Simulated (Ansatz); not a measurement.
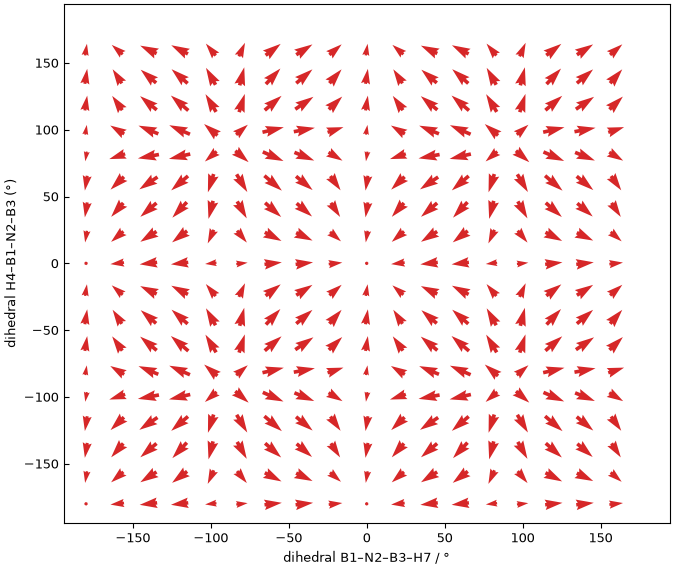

B₂H₅N, SMILES BNB. 
- First axis: dihedral B1–N2–B3–H7. Second axis: dihedral H4–B1–N2–B3.
- Nothing is relaxed (all other coordinates rigid).
- The scan uses an 18 × 18 grid; 91 points were computed and 233 follow by symmetry.
- Level of theory: RHF/def2-TZVP (Ansatz 0.2.0).

Drawn: arrows along the force (downhill), their lengths compressed.

The arrows alone are given. Where are the wells?

The arrows converge at dihedral B1–N2–B3–H7 = −180°, dihedral H4–B1–N2–B3 = 0°; dihedral B1–N2–B3–H7 = −180°, dihedral H4–B1–N2–B3 = −180°; dihedral B1–N2–B3–H7 = 0°, dihedral H4–B1–N2–B3 = 0°; dihedral B1–N2–B3–H7 = 0°, dihedral H4–B1–N2–B3 = −180° (read from the interpolated surface).

The energy map of the same scan:

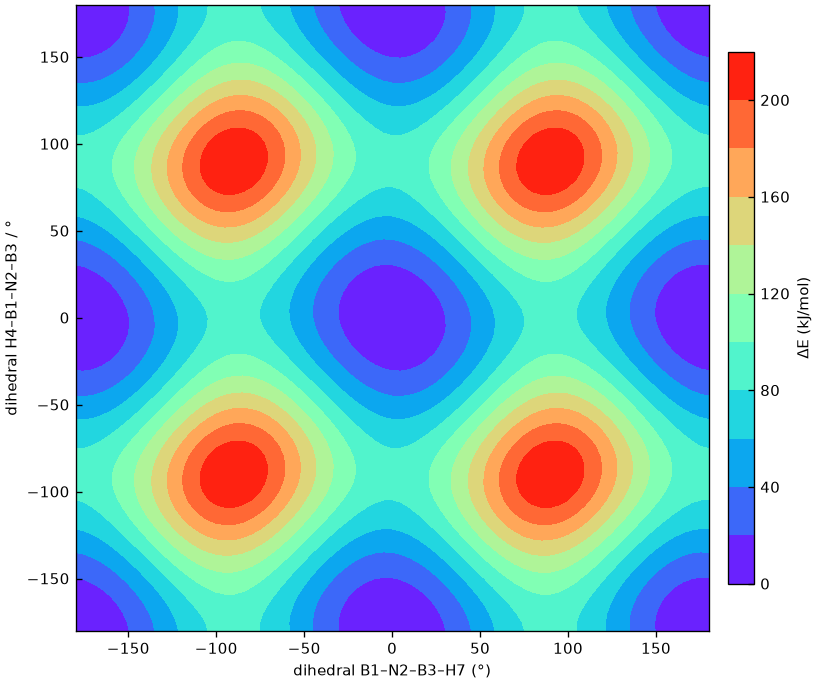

Energies are in kJ/mol, from the lowest grid point; between grid points the surface is interpolated.
